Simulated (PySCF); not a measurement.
# SnNH3Cl2 (SMILES [NH2][SnH]([Cl])[Cl]): levels of theory compared

We compute a comparison of 6 runs (HF/STO-3G, HF/3-21G, HF/def2-SVPD, HF/def2-TZVP, M06-2X/def2-SVP, M06-2X/def2-TZVP) of SnNH3Cl2. 

Program for the calculation: PySCF 2.14.0.

## Step 1: Starting point

SnNH3Cl2: 7 atoms, total charge 0, spin state singlet. SMILES: `[NH2][SnH]([Cl])[Cl]`. Geometry: relaxed at PBE0-D4/def2-TZVP. This is one conformer, not always the lowest.

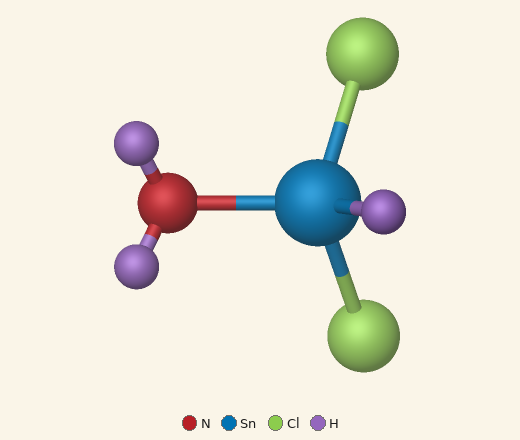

The structure, seen from a chosen angle (nitrogen red, tin blue, chlorine green, hydrogen purple).

## Step 2: Energy and forces at HF/STO-3G (run 1)

Contents of calc.py:

```python
# [NH2][SnH]([Cl])[Cl]
from pyscf import gto

mol = gto.M(
    atom='''
N   -0.710600   1.087600   0.147900
Sn   0.397000  -0.559500  -0.094300
Cl   0.725200  -1.370400   2.045600
Cl  -0.961000  -2.010500  -1.275400
H   -0.273600   1.800400   0.717800
H   -1.026900   1.503500  -0.718600
H    1.911000  -0.519000  -0.868800
''',
    verbose=3,
    basis='sto-3g',
    charge=0,
    spin=0,
    max_memory=1860,
)

calc0 = mol.RHF()
calc0.conv_tol = 1e-10
calc0.kernel()
if not calc0.converged:
    calc0 = calc0.newton().run(calc0.mo_coeff, calc0.mo_occ)

e_final = calc0.e_tot
print('E = %.10f Eh' % e_final)
grad = calc0.nuc_grad_method().kernel()
dip = calc0.dip_moment()
pop, q = calc0.mulliken_pop()
```

Command:

```sh
$ OMP_NUM_THREADS=1 python calc.py
```

The log of the run:

```text
converged SCF energy = -6928.10916868277
E = -6928.1091686828 Eh
--------------- RHF gradients ---------------
         x                y                z
0 N    -0.0163185913     0.0362170007     0.0010216208
1 Sn    -0.0063739792    -0.0106139542     0.0052243367
2 Cl    -0.0002878991     0.0004106226     0.0011331967
3 Cl    -0.0011494587     0.0000965242    -0.0004976054
4 H    -0.0010233992    -0.0133712974    -0.0035031575
5 H     0.0044343015    -0.0112410334     0.0068101605
6 H     0.0207190260    -0.0014978625    -0.0101885518
----------------------------------------------
Dipole moment(X, Y, Z, Debye):  2.51693,  3.71920, -2.02014
 ** Mulliken pop  **
pop of  0 N 1s            1.99551
pop of  0 N 2s            1.58856
pop of  0 N 2px           1.58033
pop of  0 N 2py           1.20336
pop of  0 N 2pz           1.22720
pop of  1 Sn 1s           2.00000
pop of  1 Sn 2s           1.99964
pop of  1 Sn 3s           1.99814
pop of  1 Sn 4s           2.00824
pop of  1 Sn 5s           0.99627
pop of  1 Sn 2px          2.00007
pop of  1 Sn 2py          2.00007
pop of  1 Sn 2pz          2.00007
pop of  1 Sn 3px          1.99815
pop of  1 Sn 3py          1.99813
pop of  1 Sn 3pz          1.99798
pop of  1 Sn 4px          1.99627
pop of  1 Sn 4py          1.99529
pop of  1 Sn 4pz          1.99450
pop of  1 Sn 5px          0.66590
pop of  1 Sn 5py          0.55723
pop of  1 Sn 5pz          0.51909
pop of  1 Sn 3dxy         1.99958
pop of  1 Sn 3dyz         1.99984
pop of  1 Sn 3dz^2        1.99973
pop of  1 Sn 3dxz         1.99973
pop of  1 Sn 3dx2-y2      1.99976
pop of  1 Sn 4dxy         1.98775
pop of  1 Sn 4dyz         1.99520
pop of  1 Sn 4dz^2        1.99200
pop of  1 Sn 4dxz         1.99226
pop of  1 Sn 4dx2-y2      1.99298
pop of  2 Cl 1s           1.99998
pop of  2 Cl 2s           1.99909
pop of  2 Cl 3s           1.99059
pop of  2 Cl 2px          1.99937
pop of  2 Cl 2py          1.99854
pop of  2 Cl 2pz          1.99279
pop of  2 Cl 3px          1.96539
pop of  2 Cl 3py          1.91624
pop of  2 Cl 3pz          1.57419
pop of  3 Cl 1s           1.99998
pop of  3 Cl 2s           1.99909
pop of  3 Cl 3s           1.99060
pop of  3 Cl 2px          1.99685
pop of  3 Cl 2py          1.99648
pop of  3 Cl 2pz          1.99737
pop of  3 Cl 3px          1.81538
pop of  3 Cl 3py          1.79529
pop of  3 Cl 3pz          1.84501
pop of  4 H 1s            0.84779
pop of  5 H 1s            0.84758
pop of  6 H 1s            1.15360
 ** Mulliken atomic charges  **
charge of    0N =     -0.59496
charge of    1Sn =      1.31614
charge of    2Cl =     -0.43617
charge of    3Cl =     -0.43604
charge of    4H =      0.15221
charge of    5H =      0.15242
charge of    6H =     -0.15360
```

Wall time 4.8 s (1 thread of Intel Xeon at 2.70GHz, shared host); peak memory 0.12 GiB.

## Step 3: Energy and gradient at HF/3-21G (run 2)

Contents of input.xyz:

```xyz
7
Cl2H3NSn
N     -0.710600     1.087600     0.147900
Sn     0.397000    -0.559500    -0.094300
Cl     0.725200    -1.370400     2.045600
Cl    -0.961000    -2.010500    -1.275400
H     -0.273600     1.800400     0.717800
H     -1.026900     1.503500    -0.718600
H      1.911000    -0.519000    -0.868800
```

Contents of run.py:

```python
from pyscf import gto

mol = gto.M(
    atom='input.xyz',
    basis='3-21g',
    charge=0,
    verbose=4,
    max_memory=1860,
)

mf = mol.RHF()
mf.conv_tol = 1e-10
mf.kernel()
if not mf.converged:
    mf = mf.newton().run(mf.mo_coeff, mf.mo_occ)

e_tot = mf.e_tot
print('E(%s) = %.9f' % ('HF', e_tot))
grad = mf.nuc_grad_method().kernel()
dip = mf.dip_moment()
pop, q = mf.mulliken_pop()
```

Command:

```sh
$ OMP_NUM_THREADS=1 python run.py
```

The log of the run:

```text
PySCF version 2.14.0

[... 61 lines left out ...]
converged SCF energy = -6966.87038324205
[... 14 lines left out ...]
Dipole moment(X, Y, Z, Debye):  2.50197,  4.50358, -2.16915
[... 80 lines left out ...]
charge of    6H =     -0.20851
```

Wall time 5.1 s (1 thread of Intel Xeon at 2.70GHz, shared host); peak memory 0.14 GiB.

Runs 3 to 5 aren't shown in full; the table further down has their settings and results.

## Step 4: Energy and gradient at M06-2X/def2-TZVP (core potential) (run 6)

Contents of job.py:

```python
import pyscf.grad
from pyscf import gto, dft

mol = gto.Mole()
mol.atom = '''
N     -1.342839     2.055266     0.279490
Sn     0.750221    -1.057302    -0.178201
Cl     1.370429    -2.589681     3.865624
Cl    -1.816027    -3.799294    -2.410157
H     -0.517029     3.402263     1.356445
H     -1.940560     2.841203    -1.357957
H      3.611267    -0.980768    -1.641794
'''
mol.spin = 0
mol.max_memory = 1860
mol.verbose = 4
mol.unit = 'bohr'
mol.basis = 'def2-tzvp'
mol.charge = 0
mol.ecp = {'Sn': 'def2-svp'}
mol.build()

mf = dft.RKS(mol)
mf.xc = 'm06-2x'
mf.conv_tol = 1e-10
mf.grids.level = 5
mf.kernel()
if not mf.converged:
    mf = mf.newton().run(mf.mo_coeff, mf.mo_occ)

e_final = mf.e_tot
print(f'total energy: {e_final:.8f} hartree')
grad = mf.Gradients().kernel()
mf.analyze()
```

Command:

```sh
$ OMP_NUM_THREADS=1 python job.py
```

The log of the run:

```text
PySCF version 2.14.0

[... 100 lines left out ...]
Two-electron Energy =                  859.373821246980924
[... 23 lines left out ...]
MO #20  energy= -1.20669751990314  occ= 2
[... 21 lines left out ...]
MO #42  energy= 0.152966912338501  occ= 0
[... 21 lines left out ...]
MO #64  energy= 0.540216794740815  occ= 0
[... 21 lines left out ...]
MO #86  energy= 1.16887154757731   occ= 0
[... 21 lines left out ...]
MO #108 energy= 1.97451440884258   occ= 0
[... 21 lines left out ...]
MO #130 energy= 2.30887611058779   occ= 0
[... 21 lines left out ...]
MO #152 energy= 4.35175326985718   occ= 0
[... 22 lines left out ...]
WARN: Weak orthogonality for localized orbitals 3.5714871032291853e-09
[... 184 lines left out ...]
Dipole moment(X, Y, Z, Debye):  1.63113,  2.97069, -1.42176
```

Wall time 2.5 min (1 thread of Intel Xeon at 2.70GHz, shared host); peak memory 2.3 GiB.

## Step 5: The series

```
run                              level  core potential  integration grid   energy (Eh)  dipole moment (D)  HOMO energy (eV)  LUMO energy (eV)  wall time
  1                          HF/STO-3G               –                 –  -6928.109169               4.92             -9.21              7.23      4.8 s
  2                           HF/3-21G               –                 –  -6966.870383               5.59            -11.61              2.47      5.1 s
  3      HF/def2-SVPD (core potential)        def2-svp                 –  -1188.319764               3.83            -11.70              1.43       24 s
  4      HF/def2-TZVP (core potential)        def2-svp                 –  -1188.697084               3.83            -11.60              2.24       69 s
  5   M06-2X/def2-SVP (core potential)        def2-svp                 5  -1190.887742               3.83             -9.30              0.16       48 s
  6  M06-2X/def2-TZVP (core potential)        def2-svp                 5  -1191.287969               3.68             -9.55             -0.23    2.5 min
```

## Step 6: What came out

| quantity | value |
| --- | --- |
| run 6: total energy | -1191.28797 Eh |
| run 6: dipole moment | 3.68 D |
| run 6: HOMO energy | -9.55 eV |
| run 6: LUMO energy | -0.23 eV |
| run 6: HOMO–LUMO gap | 9.31 eV |
| run 6: largest force on an atom | 0.213 eV/Å |

In words: The dipole moment (its size) runs from 3.68 D (M06-2X/def2-TZVP) to 5.59 D (HF/3-21G). The two ends differ in method and basis and core potential. The HOMO–LUMO gap runs from 9.31 eV (M06-2X/def2-TZVP) to 16.43 eV (HF/STO-3G). Some runs of one species differ in core potentials or relativity; totals across that change don't compare. In run 1 the basis is minimal, so the values are rough. In runs 1, 2 relativity is left out where basis or elements ask for it. All runs together took 5.1 min, the longest 2.5 min.
